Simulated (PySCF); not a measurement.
# triplet SnS: levels of theory compared

Aim: a comparison of 5 runs (UHF/STO-3G, UB2PLYP/def2-TZVP, UCAM-B3LYP/def2-TZVP, UM06-L/def2-TZVP, UPBE/def2-TZVP) of triplet SnS. Input form: a Python script.

The results are computed with PySCF 2.14.0.

1 further run of the same task is left out (set aside as unsound or not needed). Runs told in other sessions of the task aren't counted.

## (1) The structure to begin with

SnS has 2 atoms, charge 0, and is taken as a triplet. As SMILES of the parent species, `[S][Sn]`. The bond length is the one measured for the parent species. That shape belongs to the parent species and isn't relaxed for this state.

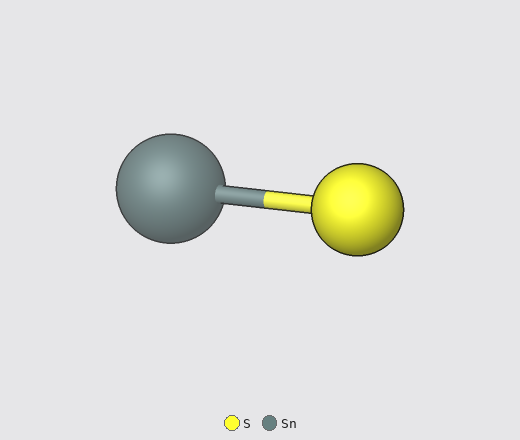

Viewed from a chosen angle; sulfur yellow, tin teal.

## (2) A single-point energy at UHF/STO-3G (run 1)

The input, start.xyz:

```xyz
2
SSn
S      0.000000     0.000000     0.000000
Sn     0.000000     0.000000     2.209026
```

The input, calc.py:

```python
from pyscf import gto, scf

molecule = gto.Mole()
molecule.atom = 'start.xyz'
molecule.basis = 'sto-3g'
molecule.max_memory = 1860
molecule.spin = 2
molecule.verbose = 3
molecule.build()

hf = scf.UHF(molecule)
hf.conv_tol = 1e-10
hf.kernel()
if not hf.converged:
    hf = hf.newton().run(hf.mo_coeff, hf.mo_occ)

energy = hf.e_tot
print('E = %.10f Eh' % energy)
```

Launch:

```sh
$ OMP_NUM_THREADS=1 python calc.py
```

Standard output:

```text
WARN: HOMO -0.289929539726319 >= LUMO -0.517101646168023

SCF not converged.
SCF energy = -6356.36908922192 after 50 cycles  <S^2> = 2.0443837  2S+1 = 3.0294446
converged SCF energy = -6356.39591794052  <S^2> = 2.7387973  2S+1 = 3.4576277
E = -6356.3959179405 Eh
```

Run time: 1.4 s. Hardware: 1 thread of Arm Neoverse V1, shared host; peak memory 0.12 GiB.

## (3) The energy at UB2PLYP/def2-TZVP (core potential) (run 2)

The input, run.py:

```python
from pyscf import gto, dft, mp

mol = gto.M(
    atom='''
S      0.000000     0.000000     0.000000
Sn     0.000000     0.000000     2.209026
''',
    verbose=3,
    spin=2,
    ecp={'Sn': 'def2-svp'},
    max_memory=1860,
    basis='def2-tzvp',
    charge=0,
)

calc0 = dft.UKS(mol, xc='0.53*HF + 0.47*B88, 0.73*LYP')
calc0.conv_tol = 1e-10
calc0.grids.level = 5
calc0.kernel()
if not calc0.converged:
    calc0 = calc0.newton().run(calc0.mo_coeff, calc0.mo_occ)

pt = mp.MP2(calc0, frozen=9).run()
etot = calc0.e_tot + 0.27 * pt.e_corr
print('PT2 part  %.8f' % (0.27 * pt.e_corr))
print('E(%s) = %.9f' % ('B2PLYP', etot))
```

Launch:

```sh
$ OMP_NUM_THREADS=1 python run.py
```

Standard output:

```text
WARN: HOMO -0.511783507811474 >= LUMO -0.665662092717132

WARN: HOMO 0.00672188214023643 >= LUMO -0.0582216577727027

WARN: HOMO -0.185396939779267 >= LUMO -0.206701190519722

converged SCF energy = -611.978389416388  <S^2> = 2.0130558  2S+1 = 3.0086913
E(UMP2) = -612.487481506723  E_corr = -0.50909209033465
E(SCS-UMP2) = -612.448899993623  E_corr = -0.470510577234398
PT2 part  -0.13745486
E(B2PLYP) = -612.115844281
```

Run time: 18 s. Hardware: 1 thread of Arm Neoverse V1, shared host; peak memory 0.42 GiB.

Runs 3 to 4 aren't shown in full; the table further down has their settings and results.

## (4) The energy at UPBE/def2-TZVP (core potential) (run 5)

The input, input.py:

```python
from pyscf import gto, dft

mol = gto.M(
    atom='''
S      0.000000     0.000000     0.000000
Sn     0.000000     0.000000     4.174454
''',
    ecp={'Sn': 'def2-svp'},
    max_memory=1860,
    unit='bohr',
    spin=2,
    basis='def2-tzvp',
    verbose=3,
)

myscf = dft.UKS(mol, xc='pbe')
myscf.conv_tol = 1e-10
myscf.grids.level = 5
myscf.kernel()
if not myscf.converged:
    myscf = myscf.newton().run(myscf.mo_coeff, myscf.mo_occ)

e_final = myscf.e_tot
print('E = %.10f Eh' % e_final)
```

Launch:

```sh
$ OMP_NUM_THREADS=1 python input.py
```

Standard output:

```text
WARN: HOMO -0.536745706924283 >= LUMO -0.683854236999833

WARN: HOMO -0.00193125030536131 >= LUMO -0.0680121233485502

WARN: HOMO -0.0395697047132077 >= LUMO -0.177400598873583

WARN: HOMO -0.114416875548139 >= LUMO -0.192900654454455

WARN: HOMO -0.125587643565995 >= LUMO -0.246455793624441

WARN: HOMO -0.133946420920444 >= LUMO -0.223359175448496

WARN: HOMO -0.136506312380271 >= LUMO -0.233930613100488

WARN: HOMO -0.133088587159944 >= LUMO -0.234775393447578

WARN: HOMO -0.134840548961412 >= LUMO -0.235182181896658

WARN: HOMO -0.133993916015132 >= LUMO -0.233424137506491

WARN: HOMO -0.134342731441211 >= LUMO -0.234276320025124

WARN: HOMO -0.133813425758257 >= LUMO -0.234066850815354

WARN: HOMO -0.133773205968864 >= LUMO -0.234099211729217

WARN: HOMO -0.133789104699461 >= LUMO -0.234116035326002

WARN: HOMO -0.133788172429925 >= LUMO -0.234112021555002

WARN: HOMO -0.133787478557628 >= LUMO -0.234112989319759

WARN: HOMO -0.133787779304742 >= LUMO -0.234113017246447

converged SCF energy = -612.277984366869  <S^2> = 2.006209  2S+1 = 3.0041365
E = -612.2779843669 Eh
```

Run time: 17 s. Hardware: 1 thread of Arm Neoverse V1, shared host; peak memory 0.42 GiB.

## (5) The series

| run | level | core potential | frozen core orbitals | energy (Eh) | dipole moment (D) | HOMO energy (eV) | LUMO energy (eV) | wall time |
| --- | --- | --- | --- | --- | --- | --- | --- | --- |
| 1 | UHF/STO-3G | – | – | -6356.395918 | 2.54 | -3.18 | 3.64 | 1.4 s |
| 2 | UB2PLYP/def2-TZVP (core potential) | def2-svp | 9 | -612.115844 | 0.54 | -5.29 | -3.59 | 18 s |
| 3 | UCAM-B3LYP/def2-TZVP (core potential) | def2-svp | – | -612.434661 | 0.67 | -5.39 | -4.31 | 33 s |
| 4 | UM06-L/def2-TZVP (core potential) | def2-svp | – | -612.595324 | 0.43 | -3.51 | – | 32 s |
| 5 | UPBE/def2-TZVP (core potential) | def2-svp | – | -612.277984 | 0.34 | -3.64 | – | 17 s |

## (6) Summary of results

```
                                 quantity          value
                      run 5: total energy  -612.27798 Eh
                     run 5: dipole moment         0.34 D
run 5: HOMO energy (highest over α and β)       -3.64 eV
                              run 5: ⟨S²⟩          2.006
```

In words: The dipole moment (its size) runs from 0.34 D (UPBE/def2-TZVP) to 2.54 D (UHF/STO-3G). The two ends differ in method and basis and core potential. Totals of different functionals can't be ranked against each other. Some runs of one species differ in core potentials or relativity; totals across that change don't compare. In run 1 the basis is minimal, so the values are rough. In run 1 relativity is left out where basis or elements ask for it. Spin contamination of the reference: run 1 ⟨S²⟩ = 2.74. Where it is this large, the reference is a mixture of spin states, and values that rest on it are in doubt. All runs together took 1.7 min, the longest 33 s.

Huber and Herzberg's tables give the ground state of this molecule as 1Σ+; the runs here treat another spin state.
